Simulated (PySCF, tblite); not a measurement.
# C₅H₇BO₂Si: geometry, infrared bands and NMR shifts

Aim: predict the infrared bands and NMR shifts of C₅H₇BO₂Si (`OB(O)C#CC1=CC[SiH2]1`).

Programs: tblite 0.8.0 and PySCF 2.14.0, with density-fitted response routines of our own. Each step states its level of theory. These are calculated values for one molecule in the gas phase, unless marked as measured. Atoms count from 0, in the outputs and in this text.

## Step 1: The molecule as given

16 atoms, charge 0, multiplicity 1; geometry from: force field or distance geometry start.

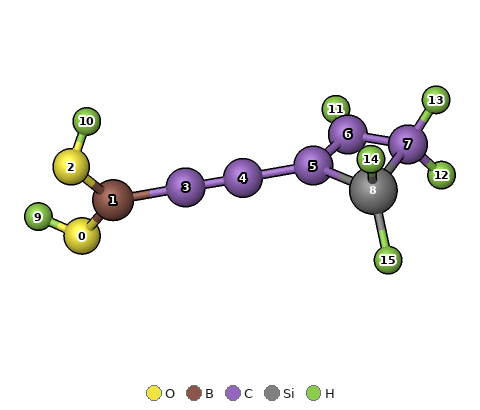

As it starts; oxygen yellow, boron brown, carbon purple, silicon grey, hydrogen green, atoms numbered.

## Step 2: Relaxing the molecule with GFN2-xTB

The job: settings as JSON, then the geometry in Å.

```
{"job": {"kind": "relax", "xc": "GFN2-xTB", "basis": "xTB"}, "charge": 0, "multiplicity": 1}
O      3.730600    -0.177500     1.840800
B      3.073000    -0.501900     0.569700
O      3.928100    -0.922100    -0.534200
C      1.604100    -0.152900     0.330200
C      0.440900     0.131000     0.162500
C     -0.985900     0.464400    -0.074800
C     -1.570400     1.613800    -0.075100
C     -2.880700     1.112900    -0.353700
Si    -2.364500    -0.630600    -0.426400
H      4.673700     0.023100     1.596200
H      3.687600    -0.378100    -1.337100
H     -1.200900     2.637400     0.095400
H     -3.582100     1.308200     0.524300
H     -3.397100     1.526700    -1.270200
H     -2.358300    -1.273100    -1.744300
H     -2.805700    -1.505000     0.685300
```

Run with:

```
$ OMP_NUM_THREADS=1 python probes_run.py task.json out
```

The driver reads the jobs from task.json and runs them one after another.

Log:

```text
step      E/eV     max force
  0    -687.74988    8.489
  1    -688.58982    5.241
  2    -688.83462    5.095
  3    -688.93878    2.963
  4    -689.05019    0.950
  5    -689.10167    0.604
  6    -689.16860    0.888
  7    -689.22465    0.769
  8    -689.27110    0.545
  9    -689.30034    0.445
 10    -689.32667    0.442
 11    -689.35073    0.428
 12    -689.36783    0.564
 13    -689.38298    0.318
 14    -689.39022    0.210
 15    -689.39472    0.166
 16    -689.39740    0.140
 17    -689.40007    0.145
 18    -689.40171    0.136
 19    -689.40337    0.111
 20    -689.40488    0.080
 21    -689.40639    0.100
 22    -689.40770    0.089
 23    -689.40882    0.080
 24    -689.40967    0.069
 25    -689.41039    0.076
 26    -689.41111    0.067
 27    -689.41172    0.078
 28    -689.41214    0.057
 29    -689.41243    0.044
 30    -689.41265    0.039
 31    -689.41283    0.031
 32    -689.41295    0.026
 33    -689.41301    0.020
 34    -689.41305    0.016
 35    -689.41309    0.017
 36    -689.41312    0.019
 37    -689.41316    0.021
 38    -689.41321    0.026
 39    -689.41327    0.024
 40    -689.41333    0.017
 41    -689.41338    0.014
 42    -689.41341    0.012
 43    -689.41344    0.014
 44    -689.41346    0.013
 45    -689.41348    0.011
 46    -689.41351    0.015
 47    -689.41354    0.021
 48    -689.41359    0.025
 49    -689.41364    0.021
 50    -689.41368    0.015
 51    -689.41373    0.017
 52    -689.41378    0.022
 53    -689.41386    0.025
 54    -689.41394    0.025
 55    -689.41401    0.017
 56    -689.41406    0.019
 57    -689.41410    0.018
 58    -689.41413    0.015
 59    -689.41415    0.012
 60    -689.41416    0.008
```

Wall time 0.36 s (1 thread of Arm Neoverse V2, shared host).

Step by step: (not every step is listed)

```csv
step,energy from step 0 (eV),largest force (eV/Å)
0,0.0000,8.4894
1,-0.8399,5.2411
2,-1.0847,5.0949
3,-1.1889,2.9632
4,-1.3003,0.9496
5,-1.3518,0.6038
6,-1.4187,0.8882
7,-1.4748,0.7686
8,-1.5212,0.5455
12,-1.6180,0.5637
16,-1.6475,0.1403
20,-1.6550,0.0796
24,-1.6598,0.0691
28,-1.6623,0.0569
32,-1.6631,0.0260
36,-1.6632,0.0190
40,-1.6635,0.0169
44,-1.6636,0.0132
48,-1.6637,0.0248
52,-1.6639,0.0223
55,-1.6641,0.0175
56,-1.6642,0.0185
57,-1.6642,0.0183
58,-1.6643,0.0152
59,-1.6643,0.0117
60,-1.6643,0.0083
```

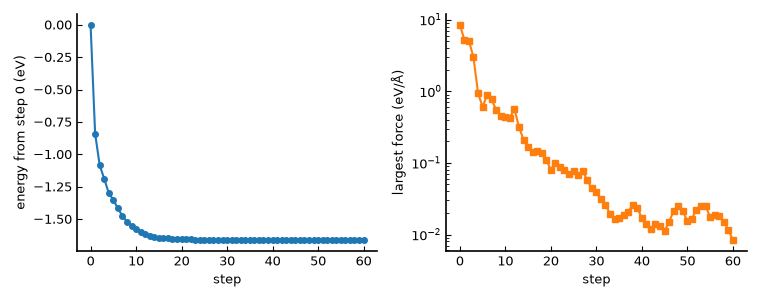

Energy and largest force along the relaxation.

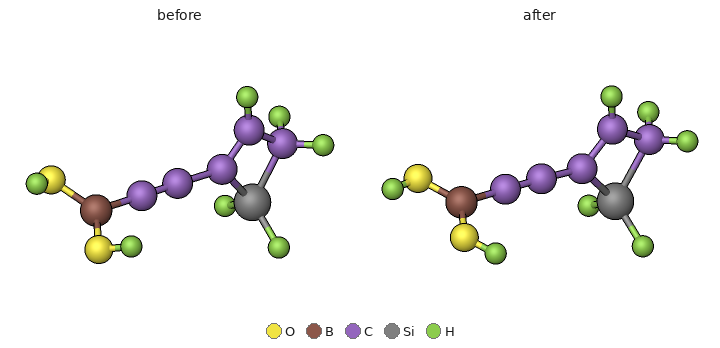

The geometry before (left) and after (right).

Close pairs (by a distance rule), those that changed most:

```csv
bond,before (Å),after (Å),change (Å)
O0–B1,1.467,1.351,-0.116
C5–Si8,1.795,1.905,+0.110
C7–Si8,1.820,1.928,+0.108
C4–C5,1.484,1.393,-0.091
B1–O2,1.458,1.369,-0.089
C6–C7,1.430,1.503,+0.073
C5–C6,1.289,1.346,+0.057
C7–H12,1.141,1.090,-0.050
```

The final coordinates are the input of the step that follows.

## Step 3: Harmonic vibrations with GFN2-xTB

The job: settings as JSON, then the geometry in Å.

```
{"job": {"kind": "ir", "xc": "GFN2-xTB", "basis": "xTB"}, "charge": 0, "multiplicity": 1}
O      3.719851    -0.153978     1.751822
B      3.176999    -0.264656     0.519662
O      3.996783    -0.606609    -0.522208
C      1.684661    -0.005532     0.331666
C      0.508776     0.226490     0.145635
C     -0.854167     0.425726    -0.060917
C     -1.577572     1.561150    -0.065146
C     -2.993913     1.138826    -0.340586
Si    -2.364217    -0.682174    -0.410969
H      4.660607    -0.331203     1.768892
H      3.578386    -0.673576    -1.377683
H     -1.241516     2.575083     0.091821
H     -3.681444     1.399723     0.464193
H     -3.397105     1.568417    -1.258135
H     -2.419953    -1.337485    -1.716961
H     -2.803775    -1.563777     0.667505
```

Log:

```text
mode    cm-1     km/mol
  1       9.6      1.13
  2      57.5      1.12
  3      63.6      0.80
  4     143.5      0.95
  5     176.5      0.73
  6     229.4      0.28
  7     283.7      7.09
  8     400.1      7.39
  9     425.8      6.68
 10     445.1      5.82
 11     449.4      4.44
 12     481.2     33.44
 13     528.5     24.21
 14     530.7     62.45
 15     551.1     46.04
 16     596.5     16.59
 17     608.3    182.37
 18     622.1    308.17
 19     695.4     70.48
 20     741.8     88.90
 21     759.9    185.54
 22     800.4     29.56
 23     802.1     83.83
 24     945.4    184.11
 25     952.6    165.78
 26    1003.3     32.35
 27    1051.4      3.12
 28    1131.4    190.13
 29    1189.3     87.57
 30    1201.8     23.65
 31    1239.8    393.18
 32    1313.5    492.77
 33    1465.1      2.01
 34    1613.9      1.19
 35    2259.5    255.55
 36    2263.0    392.19
 37    2279.0    249.57
 38    2962.7     50.13
 39    2985.9     62.33
 40    3065.7     66.01
 41    3623.7     20.95
 42    3669.8      8.67
```

Wall time 0.51 s (1 thread of Arm Neoverse V2, shared host).

The strongest bands and the atoms that carry them (share of the mass-weighted mode):

```csv
cm⁻¹,km/mol,atoms
622,308.2,"H9 65 %, B1 17 %, O0 11 %"
760,185.5,"H14 39 %, H15 38 %"
1131,190.1,"C5 37 %, B1 13 %"
1240,393.2,"B1 57 %, O0 11 %"
1314,492.8,B1 54 %
2260,255.6,"C4 44 %, C3 40 %, H14 15 %"
2263,392.2,H14 76 %
2279,249.6,H15 90 %
```

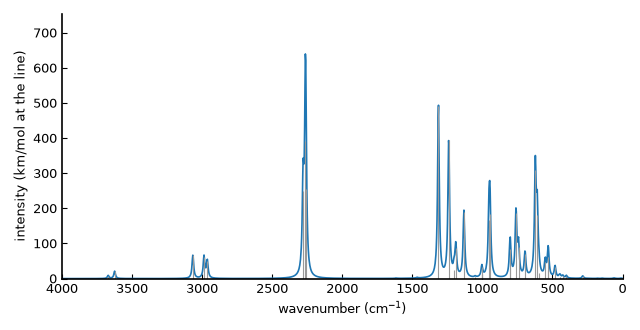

The infrared spectrum from these modes, unscaled. Lines are broadened to a width of 14 cm⁻¹ (Lorentzian).

## Step 4: Nuclear shieldings: PBE0/pcSseg-1

Same as in step 3 but for these lines:

```diff
@@ -1,2 +1,2 @@
-{"job": {"kind": "ir", "xc": "GFN2-xTB", "basis": "xTB"}, "charge": 0, "multiplicity": 1}
+{"job": {"kind": "nmr", "xc": "PBE0", "basis": "pcSseg-1"}, "charge": 0, "multiplicity": 1}
 O      3.719851    -0.153978     1.751822
```

Method: GIAO PBE0/pcSseg-1 NMR shielding, non-relativistic, gas phase.

Log:

```text
coarse grid: 14656 points
cycle   1  E = -658.7273742403  dE =  1.419e+00  |g| = 9.059e-01  |ddm| = 4.231e+00
cycle   2  E = -658.6159937174  dE =  1.114e-01  |g| = 1.207e+00  |ddm| = 1.565e+00
cycle   3  E = -658.8834341833  dE = -2.674e-01  |g| = 1.185e-01  |ddm| = 9.293e-01
cycle   4  E = -658.8855526481  dE = -2.118e-03  |g| = 7.535e-02  |ddm| = 1.885e-01
cycle   5  E = -658.8868436886  dE = -1.291e-03  |g| = 2.771e-02  |ddm| = 8.187e-02
cycle   6  E = -658.8870328407  dE = -1.892e-04  |g| = 3.701e-03  |ddm| = 2.839e-02
cycle   7  E = -658.8870361409  dE = -3.300e-06  |g| = 1.116e-03  |ddm| = 4.940e-03
final grid: 139200 points
cycle   8  E = -658.9597930712  dE = -3.601e-05  |g| = 8.538e-03  |ddm| = 6.578e-02
cycle   9  E = -658.9597806397  dE =  1.243e-05  |g| = 1.166e-02  |ddm| = 1.757e-02
cycle  10  E = -658.9598088363  dE = -2.820e-05  |g| = 1.072e-03  |ddm| = 1.026e-02
cycle  11  E = -658.9598090259  dE = -1.896e-07  |g| = 5.975e-04  |ddm| = 1.343e-03
cycle  12  E = -658.9598091097  dE = -8.376e-08  |g| = 1.514e-04  |ddm| = 5.657e-04
cycle  13  E = -658.9598091151  dE = -5.412e-09  |g| = 3.442e-05  |ddm| = 1.878e-04
cycle  14  E = -658.9598091153  dE = -2.599e-10  |g| = 9.505e-06  |ddm| = 5.375e-05
converged SCF energy = -658.9598091153

GIAO shielding tensors (ppm)
atom      isotropic    diamagn.    paramagn.     s11        s22        s33       span
  0 O      215.551     384.344    -168.794    110.540    255.241    280.872    170.332
  1 B       80.448     196.369    -115.921     65.695     78.891     96.758     31.063
  2 O      205.757     386.349    -180.592     88.648    259.952    268.671    180.022
  3 C       86.719     265.048    -178.329     22.306     30.326    207.524    185.217
  4 C       82.230     247.846    -165.616    -21.172     -5.210    273.073    294.244
  5 C       52.900     265.715    -212.815    -41.641     53.540    146.800    188.440
  6 C       20.234     254.259    -234.025    -99.647     19.208    141.139    240.785
  7 C      167.870     257.894     -90.023    149.117    168.216    186.277     37.160
  8 Si     382.491     880.390    -497.899    350.636    363.677    433.160     82.524
  9 H       27.624      27.691      -0.067     21.959     23.630     37.283     15.324
 10 H       27.521      34.370      -6.849     21.839     24.852     35.873     14.034
 11 H       24.437      33.702      -9.265     22.872     23.622     26.815      3.943
 12 H       29.753      29.450       0.303     26.372     27.298     35.590      9.218
 13 H       29.766      29.549       0.217     26.391     27.350     35.556      9.165
 14 H       26.653      29.097      -2.444     24.244     24.723     30.991      6.746
 15 H       26.642      28.977      -2.334     24.225     24.687     31.015      6.790
```

Wall time 37 s (1 thread of Arm Neoverse V2, shared host); peak memory 0.84 GiB.

Shifts follow as δ = σ(reference) − σ, with reference shieldings (ppm) from runs at the same level and on the same kind of geometry: 1H TMS 31.72, 13C TMS 186.9, 29Si TMS 349.2, 17O H2O 336.1, 11B BF3·OEt2 100.1. The references are single molecules in the gas phase, so shifts against H2O, NH3, PH3, H3PO4 or CFCl3 are not on the usual liquid scales and can be off by tens of ppm. Atoms listed in one row are averaged.

```csv
atoms,environment,σ (ppm),δ (ppm),δ scaled to CDCl3
C6,alkene CH,20.2,166.7,160.8
C5,fully substituted alkene carbon,52.9,134.0,128.9
C4,alkyne carbon,82.2,104.7,100.3
C3,alkyne carbon,86.7,100.2,95.9
C7,allylic sp3 CH2 bonded to Si,167.9,19.1,16.7
H11,hydrogen on an alkene CH,24.44,7.28,6.97
"H14, H15","hydrogen on a silicon bonded to 2 C, in a 4-membered ring",26.65,5.07,–
"H9, H10",hydrogen on an oxygen bonded to B,27.57,4.14,–
"H12, H13",hydrogen on an allylic sp3 CH2 bonded to Si,29.76,1.96,1.95
"O0, O2","oxygen bonded to B, H",210.7,125.4,–
B1,"boron bonded to C, 2 O",80.4,19.6,–
Si8,"silicon bonded to 2 C, 2 H, in a 4-membered ring",382.5,-33.3,–
```

The scaled column applies a straight-line fit of computed shieldings to shifts measured in CDCl3 (root-mean-square error 0.16 ppm for H, 1.9 ppm for C).

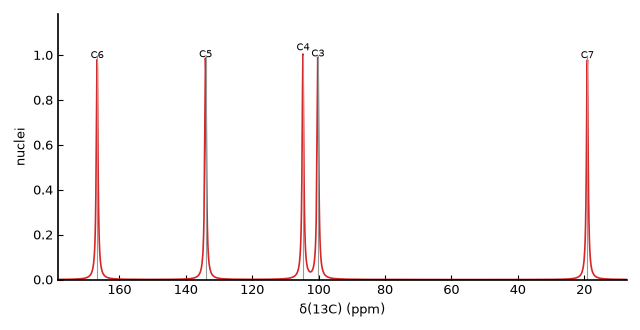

13C lines at the computed shifts, without couplings. Lines are broadened to a width of 0.59 ppm (Lorentzian).

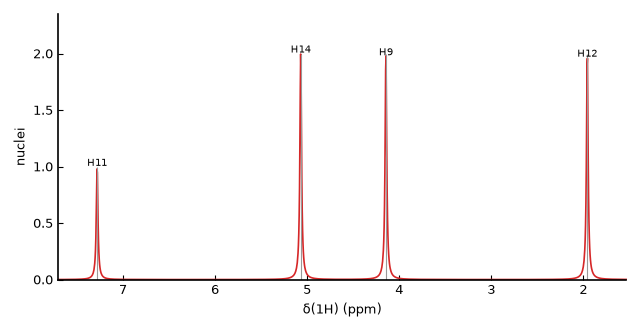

1H lines at the computed shifts, without couplings. Lines are broadened to a width of 0.02 ppm (Lorentzian).

The run also stored atomic charges by several schemes (e):

```csv
atoms,Mulliken,IAO,Hirshfeld,ESP fit
"O0, O2",-0.41,-0.55,-0.26,-0.69
B1,0.48,0.49,0.24,0.74
C3,-0.25,-0.21,-0.14,-0.31
C4,0.35,0.00,-0.04,-0.05
C5,-0.65,-0.29,-0.09,-0.15
C6,-0.09,-0.10,-0.01,0.03
C7,-0.47,-0.54,-0.16,-0.54
Si8,0.71,0.77,0.36,0.56
```

ESP fit charges:

O0 -0.67; B1 0.74; O2 -0.72; C3 -0.31; C4 -0.05; C5 -0.15; C6 0.03; C7 -0.54; Si8 0.56; H9 0.44; H10 0.43; H11 0.13; H12 0.16; H13 0.16; H14 -0.11; H15 -0.10

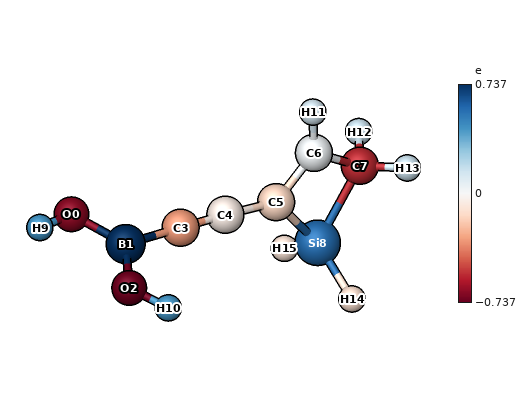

ESP fit charges, as colours on the atoms.

Mayer bond orders: O0–B1 1.29, B1–O2 1.21, B1–C3 0.99, C3–C4 2.31, C4–C5 1.00, C5–C6 1.76, C6–C7 1.01, C7–Si8 0.92, Si8–C5 0.87.

Ring of atoms C5, C6, C7, Si8: NICS(0) -0.2, NICS(1) -2.3, NICS(1)zz 2.9 ppm (means of both faces).

The fields below are evaluated on a grid from the run's orbitals.

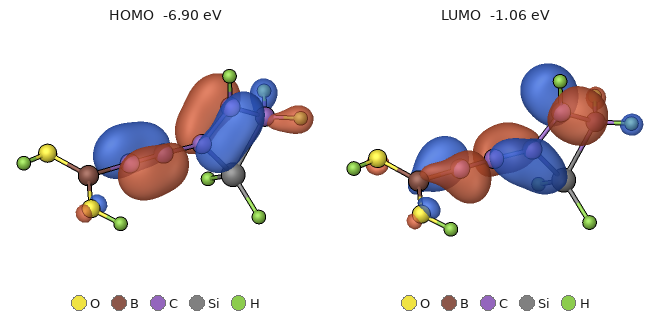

Frontier orbitals at PBE0/pcSseg-1; each surface holds 70 % of the orbital's density, blue and red mark the sign.

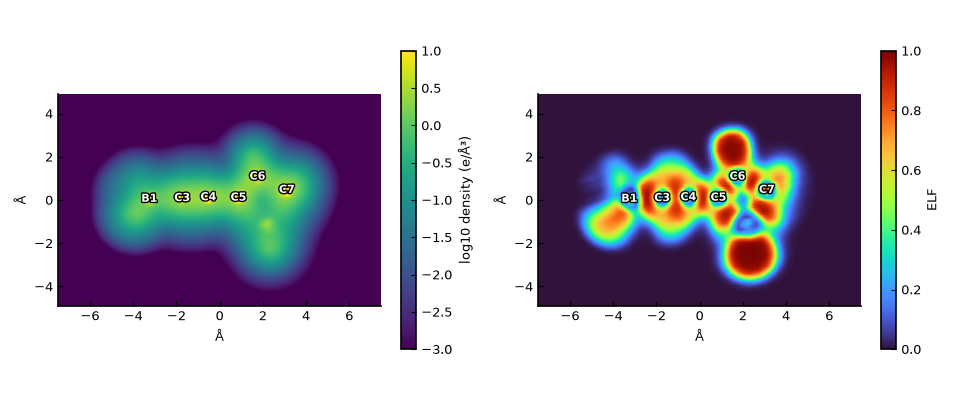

Density (left) and ELF (right) in a plane through or near 6 of the atoms.

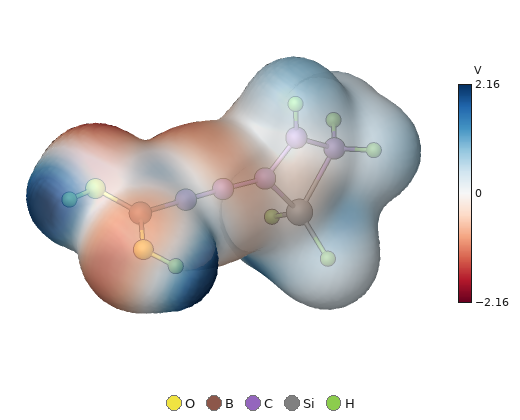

Electrostatic potential on the surface of density 0.002 e/bohr³; red is low, blue high. It runs from -1.57 V near O0 to 2.16 V near H10.

## Step 5: Results

| quantity | value |
| --- | --- |
| strongest single infrared mode (GFN2-xTB) | 1314 cm⁻¹, 493 km/mol |
| zero-point energy (GFN2-xTB) | 66.6 kcal/mol |
| 13C shifts against TMS (PBE0/pcSseg-1) | 166.7, 134.0, 104.7, 100.2, 19.1 ppm |
| 1H shifts against TMS (PBE0/pcSseg-1, means over atoms taken as alike) | 7.28, 5.07, 4.14, 1.96 ppm |
| 17O shifts against H2O (PBE0/pcSseg-1, means over atoms taken as alike) | 125.4 ppm |
| 11B shifts against BF3·OEt2 (PBE0/pcSseg-1) | 19.6 ppm |
| 29Si shifts against TMS (PBE0/pcSseg-1) | -33.3 ppm |
| surface potential, least and greatest | -1.57 V and 2.16 V |

Over 60 steps the energy fell by 1.664 eV; of the close pairs, O0–B1 changed most, 1.467 to 1.351 Å. No mode is imaginary among the 42: a minimum at this level. The strongest single mode, at 1314 cm⁻¹, moves mainly B1. Unscaled tight-binding wavenumbers are off by several per cent, some by more. Its intensities can rank the bands wrongly. The most deshielded hydrogen is H11 (hydrogen on an alkene CH), at 7.28 ppm: attached to an sp2 carbon and in the plane of the double bond. At PBE0/pcSseg-1: Shielding is most anisotropic at C4 (span 294 ppm, paramagnetic term -166 ppm). By nearest atom (PBE0/pcSseg-1), the HOMO sits on C3, C6 about 26 % each; C4, C5 about 16 % each and the LUMO on C6 29 %; C3, C5 about 18 % each.
